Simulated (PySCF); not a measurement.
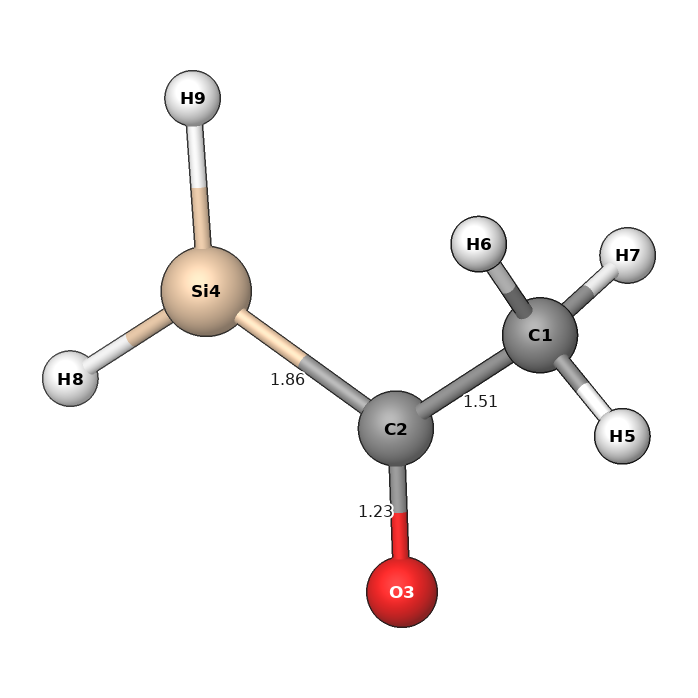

Bond lengths are marked in Å; every bond is drawn as one stick. Charge 0, doublet. Computed geometry: GFN2-xTB optimisation. No frequency run is at hand to confirm it as a minimum.

Q: Assign a bond order to each marked bond.

A: C1–C2 single; C2–O3 double; C2–Si4 single. This is one Lewis structure.

Q: Give the structure as SMILES.

A: CC(=O)[SiH2]
